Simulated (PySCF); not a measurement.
# NMR shielding calculation, with input and output: Si4H10O2

Si4H10O2, computed with GIAO PBE0/aug-cc-pVDZ NMR shielding, non-relativistic, gas phase (PySCF 2.14.0).

The geometry comes from this level: GFN2-xTB. It belongs to a series of runs on one base structure; here: PBE0/aug-cc-pVDZ; aux def2-universal-jkfit. Figures and captions count atoms from 1; the log counts them from 0 in places.

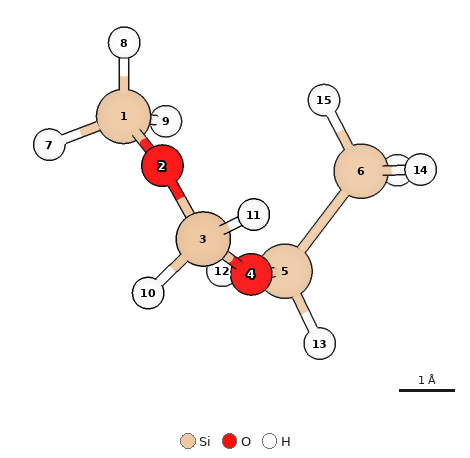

The input geometry (ball-and-stick view, seen at a tilt; atoms are numbered from 1 in the order of the input).

**The input**
```
{"job": {"kind": "nmr", "xc": "PBE0", "basis": "aug-cc-pVDZ", "pop": true, "scf": {"aux": "def2-universal-jkfit"}}, "charge": 0, "multiplicity": 1}
Si    -2.415184     0.767385     0.206238
O     -1.744250    -0.446468     1.039169
Si    -0.740112    -1.707262     1.181386
O      0.559056    -1.495205     0.252678
Si     1.466387    -0.574501    -0.741714
Si     2.164987     1.297677     0.400829
H     -3.430716     0.194886    -0.677669
H     -2.990748     1.619453     1.243231
H     -1.382229     1.457368    -0.570454
H     -1.414862    -2.897181     0.687274
H     -0.299045    -1.692272     2.566813
H      0.644389    -0.298851    -1.930778
H      2.507629    -1.530841    -1.137667
H      2.905622     1.011117     1.638066
H      1.082839     2.210115     0.797352
H      3.078638     2.093525    -0.431198
```

The first line tells a small driver script what to run in PySCF; the rest is the geometry in Å.

Run on 1 CPU thread, shared host.

Command:
```bash
OMP_NUM_THREADS=1 python <driver script> task.json out
```

**Output**
```
final grid: 123840 points
cycle   1  E = -1313.7089886229  dE =  5.440e-01  |g| = 9.980e-01  |ddm| = 1.161e+01
cycle   2  E = -1313.3311345764  dE =  3.779e-01  |g| = 1.690e+00  |ddm| = 4.554e+00
cycle   3  E = -1313.8916707655  dE = -5.605e-01  |g| = 7.477e-02  |ddm| = 3.091e+00
cycle   4  E = -1313.8929666134  dE = -1.296e-03  |g| = 3.447e-02  |ddm| = 4.495e-01
cycle   5  E = -1313.8932611451  dE = -2.945e-04  |g| = 1.378e-02  |ddm| = 9.911e-02
cycle   6  E = -1313.8932977175  dE = -3.657e-05  |g| = 1.886e-03  |ddm| = 2.902e-02
cycle   7  E = -1313.8932985635  dE = -8.460e-07  |g| = 4.252e-04  |ddm| = 5.765e-03
cycle   8  E = -1313.8932986224  dE = -5.897e-08  |g| = 7.478e-05  |ddm| = 1.651e-03
cycle   9  E = -1313.8932986240  dE = -1.534e-09  |g| = 1.806e-05  |ddm| = 3.096e-04
cycle  10  E = -1313.8932986241  dE = -9.550e-11  |g| = 3.361e-06  |ddm| = 7.191e-05
converged SCF energy = -1313.8932986241

GIAO shielding tensors (ppm)
atom      isotropic    diamagn.    paramagn.     s11        s22        s33       span
  0 Si     449.369     892.449    -443.081    410.813    415.882    521.410    110.597
  1 O      297.198     379.678     -82.480    241.388    285.352    364.853    123.465
  2 Si     444.720     891.586    -446.866    436.352    442.325    455.483     19.131
  3 O      298.675     380.552     -81.877    240.841    283.251    371.933    131.093
  4 Si     433.325     888.593    -455.268    375.656    409.399    514.920    139.264
  5 Si     528.612     898.062    -369.451    513.664    532.317    539.854     26.190
  6 H       26.418      28.860      -2.442     23.096     24.505     31.653      8.557
  7 H       26.497      29.171      -2.674     23.116     24.589     31.786      8.670
  8 H       26.231      33.518      -7.287     22.310     26.744     29.639      7.329
  9 H       26.636      29.163      -2.526     22.727     24.388     32.794     10.068
 10 H       26.672      29.688      -3.016     23.182     24.397     32.438      9.256
 11 H       25.781      30.074      -4.293     22.582     24.820     29.942      7.360
 12 H       25.970      28.958      -2.988     22.043     24.913     30.954      8.910
 13 H       28.073      30.565      -2.492     25.192     25.709     33.318      8.126
 14 H       27.999      32.657      -4.657     24.591     26.864     32.543      7.952
 15 H       28.407      29.456      -1.049     25.409     25.543     34.267      8.858
```

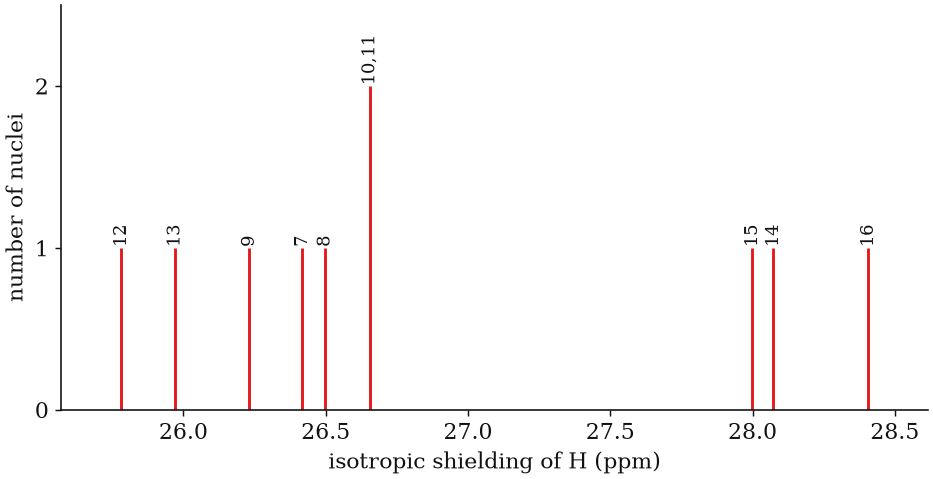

Isotropic shieldings of the hydrogen nuclei in this fixed geometry, labelled by atom number; shielding grows to the right, so chemical shift grows to the left. The least shielded is H12 (25.8 ppm), the most shielded H16 (28.4 ppm).

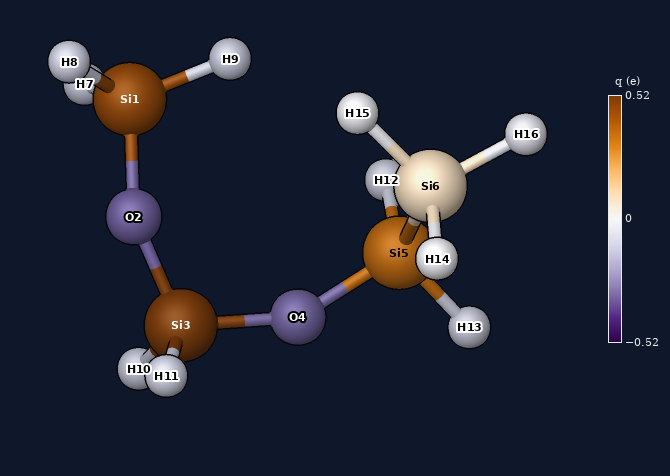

ESP-fitted charges, as the colour of each atom (ball-and-stick view, seen at a tilt; atoms are numbered from 1 in the order of the input). By element: Si +0.08 to +0.50, O −0.33 to −0.32 and H −0.10 to −0.03 e.

**Key numbers**

| quantity | value |
| --- | --- |
| outcome | converged |
| total energy | −1313.893299 hartree |
| HOMO | −8.02 eV |
| LUMO | −0.62 eV |
| dipole moment | 0.50 D |
| isotropic shielding, Si | 433.3 to 528.6 ppm |
| isotropic shielding, O | 297.2 to 298.7 ppm |
| isotropic shielding, H | 25.8 to 28.4 ppm |
| wall time | 1.9 min |
| peak memory | 1 GiB |

Settings chosen away from the usual ones: PBE0/aug-cc-pVDZ; aux def2-universal-jkfit.
